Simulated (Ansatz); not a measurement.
# The cluster Ga2H−: a short trajectory

What does the cluster Ga2H− do in its first 30 fs with a Nosé-Hoover thermostat, with the temperature set to 500 K?

The runs use Ansatz 0.2.0, Gaussian basis; PBE/6-31G*.

1 further run of the same task is left out (it didn't finish). Runs told in other sessions of the task aren't counted.

## (1) The relaxed structure

An earlier r2SCAN-D4 in a triple-zeta def2 set relaxation fixed the geometry.

3 atoms, charge -1, spin multiplicity 1.

Atoms are counted from 1 here; the program's logs count them from 0.

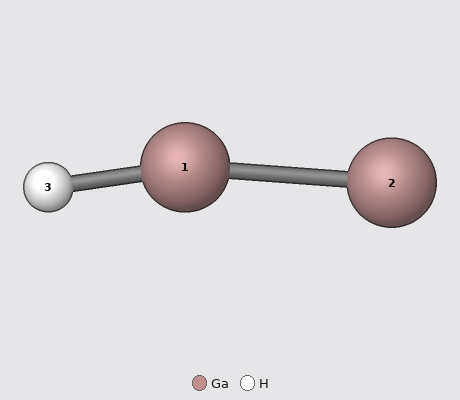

The structure; gallium pink, hydrogen white; atoms are numbered from 1 in the order of the file.

## (2) Dynamics

File in.yaml:

```yaml
crystal:
  periodic: [false, false, false]
  atoms:
    - {symbol: Ga, position_ang: [-0.262721, -0.119151, -0.109602]}
    - {symbol: Ga, position_ang: [1.313217, 0.737465, 1.567169]}
    - {symbol: H, position_ang: [-1.050496, -0.618314, -1.457566]}
basis:
  gaussian: {orbitals: "6-31G*"}
total_charge: -1
hamiltonian: {xc: {name: PBE}}
md: {timestep: 2 fs, n_steps: 15, ensemble: nvt_nose_hoover, temperature: 500, initial_velocities: maxwell_boltzmann, seed: 424}
scf: {omitted_lower_state_checks: [starts]}
```

Run with:

```
> ansatz run in.yaml --threads 4 --pin off --events-out ev --progress --plain --max-ram 3916MiB
```

The log of the run, shortened:

```text
Functional definition: PBE
  name "PBE"
  cite "Perdew, Burke & Ernzerhof, Phys. Rev. Lett. 77, 3865 (1996) doi:10.1103/PhysRevLett.77.3865"
  parent pbe
[...]
824 factors; their error is unknown
[...]
mean field -104741.10431955 eV, -3849.1645876731 hartree, gradient 2.2e-9 eV, S^2 0.000000; 1 other end points of the search recorded, 0 dependent functions left out
[...]
reference -104741.10435222 eV, -3849.1645888736 hartree; 32, 32 occupied and 40, 40 virtual orbitals, 824 factors
md step     0: t =     0.00 fs  T =   500.0 K  F+E_penalty+E_count = -104741.10431955 eV  E_kin = 0.064630 eV  conserved = -104741.03968955 eV  (185 SCF iters)
[...]
md step     4: t =     8.00 fs  T =   532.2 K  F+E_penalty+E_count = -104741.10841890 eV  E_kin = 0.068797 eV  conserved = -104741.03973186 eV  (42 SCF iters)
[...]
md step     8: t =    16.00 fs  T =    87.9 K  F+E_penalty+E_count = -104741.04546586 eV  E_kin = 0.011359 eV  conserved = -104741.03450033 eV  (38 SCF iters)
[...]
md step    12: t =    24.00 fs  T =   471.6 K  F+E_penalty+E_count = -104741.09799236 eV  E_kin = 0.060954 eV  conserved = -104741.03820199 eV  (43 SCF iters)
[...]
md step    14: t =    28.00 fs  T =   247.4 K  F+E_penalty+E_count = -104741.06489705 eV  E_kin = 0.031984 eV  conserved = -104741.03432438 eV  (44 SCF iters)
[...]
md step    15: t =    30.00 fs  T =   581.4 K  F+E_penalty+E_count = -104741.11257360 eV  E_kin = 0.075149 eV  conserved = -104741.03906228 eV  (22 SCF iters)
Total energy: -104741.11260651 eV, -3849.1648922131 hartree
Atom 0 at    -0.283863    -0.129975    -0.127301 Å, force     0.166813     0.123212     0.411252 eV/Å
Atom 1 at     1.332763     0.747809     1.585949 Å, force     0.074742     0.041656     0.086919 eV/Å
Atom 2 at    -0.940113    -0.585067    -1.532312 Å, force    -0.241555    -0.164868    -0.498171 eV/Å
Dipole moment:    -0.034931    -0.007070     0.048445 e Å
Checks for a lower state left out: starts
```

Run time: 13 s. Hardware: 4 threads of Arm Neoverse V2, shared host.

## (3) Frames and traces

Step by step, with energies from the first frame:

```tsv
time (fs)	T (K)	potential (meV)	conserved (meV)	Ga1–H3 (Å)
0.0	500	0.0	0.00	1.639
2.0	204	41.7	3.48	1.575
4.0	14	69.9	7.07	1.551
6.0	236	37.3	3.14	1.578
8.0	532	-4.1	-0.04	1.644
10.0	535	-2.9	1.35	1.721
12.0	314	28.1	3.67	1.786
14.0	111	55.7	5.01	1.824
16.0	88	58.9	5.19	1.830
18.0	269	34.5	4.25	1.803
20.0	539	-2.2	2.18	1.746
22.0	663	-20.1	0.08	1.671
24.0	472	6.3	1.49	1.599
26.0	182	48.9	6.43	1.556
28.0	247	39.4	5.37	1.563
30.0	581	-8.3	0.63	1.616
```

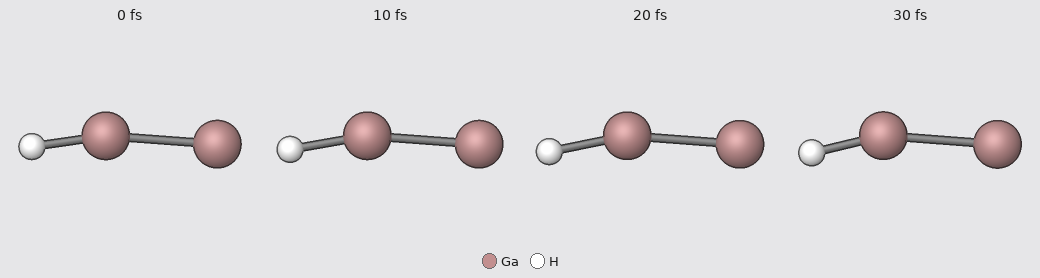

Four frames; sticks are those of the first frame.

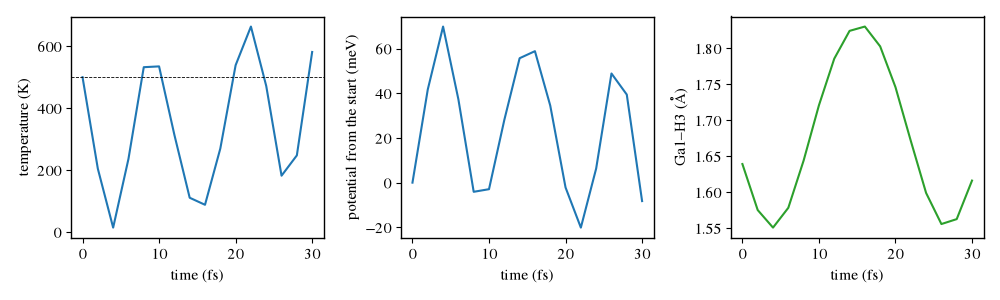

Temperature (the set value dashed), potential energy and the bond that swings most.

Positions (Å) and forces (eV/Å) at 30.0 fs:

```xyz
3

Ga   -0.284   -0.130   -0.127    0.167    0.123    0.411
Ga    1.333    0.748    1.586    0.075    0.042    0.087
H    -0.940   -0.585   -1.532   -0.242   -0.165   -0.498
```

## (4) Outcome

```
                              quantity                         value
                                length            15 steps of 2.0 fs
     temperature, first and last frame                    500, 581 K
              temperature, second half  mean 380 K, from 88 to 663 K
                swing of the potential                        90 meV
largest change of the conserved energy                      7.07 meV
                       range of Ga1–H3              1.551 to 1.830 Å
```

From 500 K at the start the temperature swings between 14 and 663 K: with 3 atoms it has no steady value yet; energy flows between kinetic and potential parts, and any thermostat adds or takes heat. The conserved energy moves by 7.07 meV, 7.9 % of the potential's swing. Ga1–H3 swings most, by 0.28 Å; no bond breaks. A run of 30 fs gives no averages.
